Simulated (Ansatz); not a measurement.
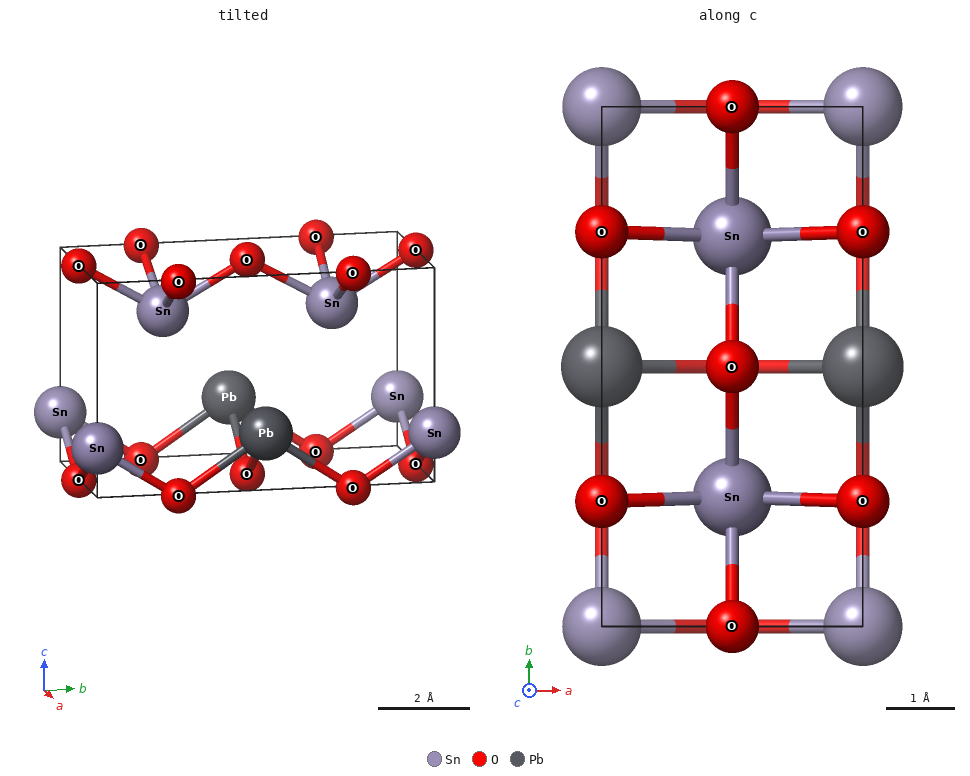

A ball-and-stick rendering, viewed slightly off an axis and along the c axis. The edges of the conventional unit cell are marked.

Sn$_{3}$PbO$_{4}$, space group Pmm2 (No. 25), a = 3.842 Å, b = 7.647 Å, c = 4.858 Å, α = 90.00°, β = 90.00°, γ = 90.00°. Starting structure: a structure type filled with these elements by a generator (whether the compound takes this form wasn't checked). Earlier steps of the study may have refined or changed the cell and positions. A calculation with Ansatz used it as input.

This one geometry was computed with Ansatz (DFT, plane waves, PAW) at five levels of theory: PBE with spin-orbit coupling, PBE, r2SCAN, PBE0 and HSE06.

Q: Which level gives the highest pressure at this volume, and what does that say about its equilibrium volume?

A: Highest: PBE with spin-orbit coupling (5.0 GPa) and PBE (5.1 GPa), which points to the largest equilibrium volume. Lowest, with the smallest volume: PBE0 (0.7 GPa) and HSE06 (0.7 GPa). Levels within 0.5 GPa of each other can't be told apart.

Q: How does the band gap change with the level of theory?

A: PBE with spin-orbit coupling: a gap of 0.10 eV, indirect; PBE: a gap of 0.23 eV, indirect; r2SCAN: a gap of 0.42 eV, indirect; HSE06: a gap of 0.66 eV, indirect; PBE0: a gap of 1.29 eV, indirect.

Q: Collect the results in a table.

A:
| level | cutoff (eV) | k-mesh of the run's cell | gap (eV) | pressure (GPa) |
| --- | --- | --- | --- | --- |
| PBE with spin-orbit coupling | 420 | 6×4×6 | 0.10 | 5.0 |
| PBE | 420 | 6×4×6 | 0.23 | 5.1 |
| r2SCAN | 500 | 6×4×6 | 0.42 | 1.2 |
| PBE0 | 420 | 4×2×4 | 1.29 | 0.7 |
| HSE06 | 420 | 4×2×4 | 0.66 | 0.7 |

Gaps are taken on the k-mesh or band path of each run.
